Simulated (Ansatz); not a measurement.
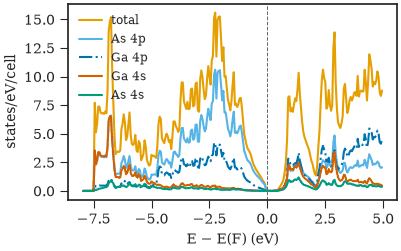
Figure: Total and projected density of states of GaAs in space group Pa-3 (No. 205; Ga on 8c, As on 8c), plane-wave PAW r²SCAN (Ansatz code)

Q: Which orbitals carry the states next to the Fermi level?

A: Within 0.5 eV of the Fermi level: As 4p 76 %, Ga 4p 19 %. Projections are on Löwdin-orthogonalised atomic valence shells; empty p or d shells of many metals are not among them.

Q: Where is the tallest occupied peak in this window, and what makes it?

A: Near -2.2 eV, about 16 states/eV per cell; the largest projected share is As 4p.

The workflow started from a Materials Project entry (that database holds measured and hypothetical structures alike); the Crystallography Open Database copy checked does not list it. It is not the phase usual at ambient conditions (space group No. 216). The r²SCAN relaxation kept the symmetry of its start; whether a distortion lowers the energy is not shown. Spin–orbit coupling is left out wherever it is not named.

Potentials: the earlier of the program's two PAW sets.
